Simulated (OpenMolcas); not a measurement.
# InCl (SMILES [Cl][In]), step by step

Wanted: a series of 8 runs (HF/ANO-R0, CASSCF(2,2)/ANO-R1, CASPT2(2,2)/ANO-R1, SC-NEVPT2(2,2)/ANO-R1, MC-PDFT[tPBE](2,2)/ANO-R1) of InCl. 

Program for the calculation: OpenMolcas 26.06.

### Step 1. The structure to begin with

InCl: 2 atoms, total charge 0, spin state singlet. SMILES: `[Cl][In]`. The coordinates come from a PBE0-D4/def2-TZVP relaxation.

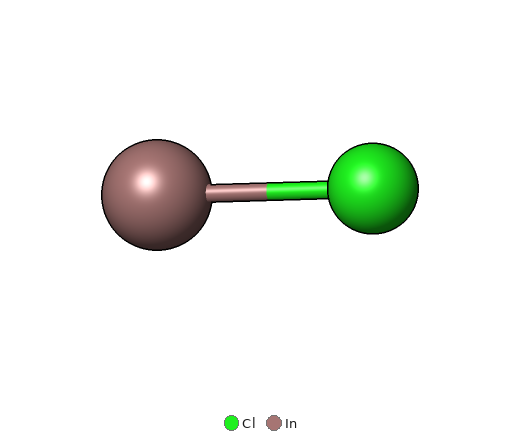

Viewed from a chosen angle; chlorine green, indium brown.

### Step 2. A single-point energy at HF/ANO-R0 (sfX2C) (run 1)

mol.xyz reads:

```xyz
2

Cl     0.000000     0.000000    -0.013930
In     0.000000     0.000000     2.399590
```

step1.input reads:

```
>>> EXPORT MOLCAS_PRINT=2
&GATEWAY
Coord=mol.xyz
Basis=ANO-R0
Group=NoSym
&SEWARD
&SCF
PrOrbitals=0
&LOCALISATION
Occupied
Freeze
Pipek-Mezey
&LOCALISATION
FileOrb=$Project.LocOrb
Virtual
Pipek-Mezey
```

Started as:

```console
$ export MOLCAS_MEM=1860
$ pymolcas step1.input > step1.log
```

What it wrote:

```text
--- Start Module: gateway ---
[...]
--- Stop Module: gateway /rc=_RC_ALL_IS_WELL_ ---
[...]
      Basis functions           36
[...]
       Convergence after   9 Iterations
[...]
::    Total SCF energy                              -6339.2597834115
[...]
      Total spin, S                                     0.0000000000
[...]
      Total electronic charge=   66.000000
      Total            charge=   -0.000000
[...]
      Dipole Moment (debye):
      Origin of the operator (angstrom)=    0.0000    0.0000    1.8365
                   X= -2.4797E-13               Y= -3.2462E-13               Z=  2.1988E+00           Total=  2.1988E+00
      Quadrupole Moment (debye*angstrom):
[...]
--- Start Module: localisation ---
[...]
--- Stop Module: localisation /rc=_RC_ALL_IS_WELL_ ---
--- Start Module: localisation ---
[...]
--- Stop Module: localisation /rc=_RC_ALL_IS_WELL_ ---
[...]
```

Run time: 2.8 s. Hardware: 1 thread of Arm Neoverse V2, shared host; peak memory 0.38 GiB.

### Step 3. The energy at CASSCF(2,2)/ANO-R1 (sfX2C) (run 2)

mol.xyz is that of step 2.

step2.inp reads:

```
&GATEWAY
  COORD=mol.xyz
  BASIS=ANO-R0
  GROUP=NoSym

&SEWARD

&RASSCF
  FILEORB=$CurrDir/step1.LocOrb
  ALTER=2
  1 30 33
  1 34 36
  SPIN=1
  NACTEL=2 0 0
  INACTIVE=32
  RAS2=2
  ORBLISTING=Nothing
>>> COPY $Project.RunFile RUNFIL1
>>> COPY $Project.RasOrb INPORB

&GATEWAY
  COORD=mol.xyz
  BASIS=ANO-R1
  GROUP=NoSym

&SEWARD
>>> COPY $Project.RunFile RUNFIL2

&EXPBAS

&RASSCF
  FILEORB=$Project.ExpOrb
  SPIN=1
  NACTEL=2 0 0
  INACTIVE=32
  RAS2=2
  ORBLISTING=Nothing
  ORBAPPEAR=Compact
```

Started as:

```console
$ export MOLCAS_MEM=1860
$ pymolcas step2.inp > step2.log
```

What it wrote:

```text
--- Start Module: gateway ---
[...]
--- Stop Module: gateway /rc=_RC_ALL_IS_WELL_ ---
[...]
      Basis functions           36
[...]
      Number of active orbitals                  2
[...]
      Spin quantum number                      0.0
[...]
      Active orbitals                            2
[...]
      Number of CSFs                             3
[...]
      Number of root(s) required                 1
[...]
      Convergence after 14 iterations
[...]
      printout of CI-coefficients larger than  0.05 for root  1
      energy=   -6339.267439
      conf/sym  11     Coeff  Weight
             1  20   0.99364 0.98732
             3  02  -0.11262 0.01268
      Natural orbitals and occupation numbers for root  1
      sym 1:   1.974635   0.025365
      ************************************************************************************************************************
      *                                                    Final results                                                     *
[...]
::    RASSCF root number  1 Total energy:  -6339.26743881
[...]
      Basis functions           61
[...]
--- Start Module: expbas ---
[...]
--- Stop Module: expbas /rc=_RC_ALL_IS_WELL_ ---
--- Start Module: rasscf ---
[...]
      Convergence after 17 iterations
[...]
      Natural orbitals and occupation numbers for root  1
      sym 1:   1.989051   0.010949
      ************************************************************************************************************************
      *                                                    Final results                                                     *
[...]
::    RASSCF root number  1 Total energy:  -6339.33285010
[...]
      Total electronic charge=   66.000000
      Total            charge=   -0.000000
[...]
      Dipole Moment (debye):
      Origin of the operator (angstrom)=    0.0000    0.0000    1.8365
                   X=  1.3884E-12               Y=  5.7964E-13               Z=  3.2012E+00           Total=  3.2012E+00
      Quadrupole Moment (debye*angstrom):
[...]
--- Stop Module: rasscf /rc=_RC_ALL_IS_WELL_ ---
[...]
```

It took 8.7 s on 1 thread of Arm Neoverse V2, shared host; peak memory 0.41 GiB.

### Step 4. An energy scan at CASPT2(2,2)/ANO-R1 (sfX2C, ipea shift 0.25 Eh, pt2 variant SS) (run 3)

step3.input reads:

```
>>> COPY $CurrDir/step2.RasOrb $Project.RasOrb
>>> ForEach K in (1, 2, 3, 4, 5, 6, 7, 8, 9, 10, 11, 12, 13, 14, 15, 16, 17)

&GATEWAY
 COORD=$CurrDir/point$K.xyz
 BASIS=ANO-R1
 GROUP=NoSym

&SEWARD

&RASSCF
 FILEORB=$Project.RasOrb
 SPIN=1
 NACTEL=2 0 0
 INACTIVE=32
 RAS2=2
 ORBLISTING=Nothing
 ORBAPPEAR=Compact

&CASPT2
 IMAGINARY=0.2
 FROZEN=23
>>> EndDo
```

Started as:

```console
$ export MOLCAS_MEM=1860
$ pymolcas step3.input > step3.log
```

What it wrote (excerpt; [...] marks lines left out):

```text
[...]
      Basis functions           61
[...]
      Number of active orbitals                  2
[...]
      Spin quantum number                      0.0
[...]
      Active orbitals                            2
[...]
      Number of CSFs                             3
[...]
      Number of root(s) required                 1
[...]
      Convergence after 14 iterations
[...]
      Natural orbitals and occupation numbers for root  1
      sym 1:   1.993738   0.006262
      ************************************************************************************************************************
      *                                                    Final results                                                     *
[...]
::    RASSCF root number  1 Total energy:  -6339.23697038
[...]
      E2 (Variational):          -0.5251732940
[...]
::    CASPT2 Root  1     Total energy:  -6339.76214367
[...]
      Convergence after 11 iterations
[...]
      Natural orbitals and occupation numbers for root  1
      sym 1:   1.993136   0.006864
      ************************************************************************************************************************
      *                                                    Final results                                                     *
[...]
      Convergence after 24 iterations
[...]
      Natural orbitals and occupation numbers for root  1
      sym 1:   1.939027   0.060973
      ************************************************************************************************************************
      *                                                    Final results                                                     *
[...]
      Convergence after 48 iterations
[...]
      Natural orbitals and occupation numbers for root  1
      sym 1:   1.748863   0.251137
      ************************************************************************************************************************
      *                                                    Final results                                                     *
[...]
      Convergence after 13 iterations
[...]
::    RASSCF root number  1 Total energy:  -6339.20567714
[...]
::    CASPT2 Root  1     Total energy:  -6339.70096804
[...]
      Convergence after 11 iterations
[...]
::    RASSCF root number  1 Total energy:  -6339.20435660
[...]
      E2 (Variational):          -0.4940383558
[...]
::    CASPT2 Root  1     Total energy:  -6339.69839495
[...]
```

Wall time 96 s (1 thread of Arm Neoverse V2, shared host); peak memory 0.41 GiB.

The scan, from its lowest point:

```tsv
In2–Cl1 (Å)	energy (kJ/mol)
1.931	228.6
2.027	123.8
2.124	58.6
2.220	22.0
2.317	4.4
2.414	0.0
2.510	4.4
2.607	14.8
2.703	28.8
2.824	49.7
2.969	76.8
3.138	109.2
3.500	174.3
4.103	261.1
4.827	339.2
5.792	389.2
7.241	396.0
```

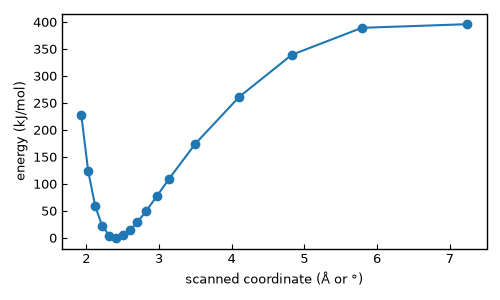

Energy along the scan.

Runs 4 to 7 aren't shown in full; the table further down has their settings and results.

### Step 5. A calculation of the kind “vibrational levels from the curve” at MC-PDFT[tPBE](2,2)/ANO-R1 (sfX2C, curve step 7, vibrations 3) (run 8)

step8.inp reads:

```
>>> EXPORT MOLCAS_PRINT=2
&VIBROT
RoVibrational
Atoms
0 Cl 0 In
Potential
3.64906 -6342.00224054
3.83047 -6342.04201047
4.01378 -6342.06709847
4.19519 -6342.08163850
4.37850 -6342.08901197
4.56180 -6342.09138060
4.74321 -6342.09030981
4.92652 -6342.08688542
5.10793 -6342.08202409
5.33659 -6342.07454932
5.61060 -6342.06469508
5.92996 -6342.05287741
6.61404 -6342.02956821
7.75355 -6342.00253558
9.12171 -6341.97707768
10.94529 -6341.93521100
13.68351 -6341.92966558
Plot=3.65 13.68 0.1
Grid
199
Range
3.649 13.684
Vibrations
3
Rotations
0 3
Orbital
0
```

Started as:

```console
$ export MOLCAS_MEM=1860
$ pymolcas step8.inp > step8.log
```

What it wrote:

```text
--- Start Module: vibrot ---

                                              &VIBROT

                       available to each process: 1.9 GB of memory, 1 thread

 Vibration-Rotation spectrum for the ClIn molecule.

 Rotational quantum number range   0  3
 Electronic angular momentum       0
 Vibrational quantum number range  0  2
 Mass of atom  35 Cl   63744.318933 au
 Mass of atom 115 In  209456.957650 au
 Reduced mass          48871.261797 au

 Statistics for numerical integration
 Number of steps           199
 Step length               0.006676
 Radial integration range  3.649000 13.684000 au
 logarithmic range         1.294453  2.616227

 Spectroscopic constants will be computed
 Matrix elements of operators will not be computed

 Potential read from input
       R(au)     E(au)
     3.649060-6342.002241
     3.830470-6342.042010
     4.013780-6342.067098
[... 13 lines of this table left out ...]
    13.683510-6341.929666
 A plot file of the potential will be generated
 Generating plot file:VIBPLT0

 Scaling parameter for potential:    1.000000

[... 69 lines left out ...]
     Spectroscopic constants for ClIn

     Range of J-values used in fit  0  3
     Range of v-values used in fit  0  2

     Re(a)                 2.4265
     De(ev)                4.2305
     D0(ev)                4.2113
     we(cm-1)        3.105057E+02
     wexe(cm-1)     -1.105627E+00
     weye(cm-1)     -4.319222E-02
     Be(cm-1)        1.067928E-01
     Alphae(cm-1)    4.386906E-04
     Gammae(cm-1)   -7.508185E-06
     Dele(cm-1)      5.069755E-08
     Betae(cm-1)     3.099421E-10

     Max deviation in term values is  4.98E-10 cm(-1)

     Term values(observed and computed) in cm(-1)

 J-value         0                     1                     2                     3

 v-value
     0    154.97    154.97      155.18    155.18      155.61    155.61      156.25    156.25
     1    463.13    463.13      463.34    463.34      463.76    463.76      464.40    464.40
     2    768.68    768.68      768.89    768.89      769.31    769.31      769.95    769.95

     observed G-values in cm(-1)

     v      G(v)     deltaG(v+1/2)
     0     154.97
                        308.15
     1     463.13
                        305.55
     2     768.68
--- Stop Module: vibrot /rc=_RC_ALL_IS_WELL_ ---

.##################.
.# Happy landing! #.
.##################.

    Timing: Wall=0.02 User=0.01 System=0.01
```

It took 0.2 s on 1 thread of Arm Neoverse V2, shared host.

### Step 6. Overview of the runs

```tsv
run	level	localisation	active rule	energy (Eh)	wall time
1	HF/ANO-R0 (sfX2C)	Pipek-Mezey	–	-6339.259783	2.8 s
2	CASSCF(2,2)/ANO-R1 (sfX2C)	–	bond pair	-6339.332850	8.7 s
3	CASPT2(2,2)/ANO-R1 (sfX2C, ipea shift 0.25 Eh, pt2 variant SS)	–	bond pair	-6339.849218	96 s
4	CASPT2(2,2)/ANO-R1 (sfX2C, curve step 3, ipea shift 0.25 Eh, pt2 variant SS, vibrations 3)	–	bond pair	-6339.849227	0.18 s
5	SC-NEVPT2(2,2)/ANO-R1 (sfX2C, pt2 variant SC-NEVPT2)	–	bond pair	-6339.845348	96 s
6	SC-NEVPT2(2,2)/ANO-R1 (sfX2C, curve step 5, pt2 variant SC-NEVPT2, vibrations 3)	–	bond pair	-6339.845349	0.18 s
7	MC-PDFT[tPBE](2,2)/ANO-R1 (sfX2C)	–	bond pair	-6342.091381	1.7 min
8	MC-PDFT[tPBE](2,2)/ANO-R1 (sfX2C, curve step 7, vibrations 3)	–	bond pair	-6342.091408	0.2 s
```

### Step 7. Results

| quantity | value |
| --- | --- |
| run 8, MC-PDFT[tPBE](2,2)/ANO-R1: total energy | -6342.09141 Eh |

**Reading.** In run 1 the basis is minimal, so the values are rough. All runs together took 5.1 min, the longest 1.7 min.
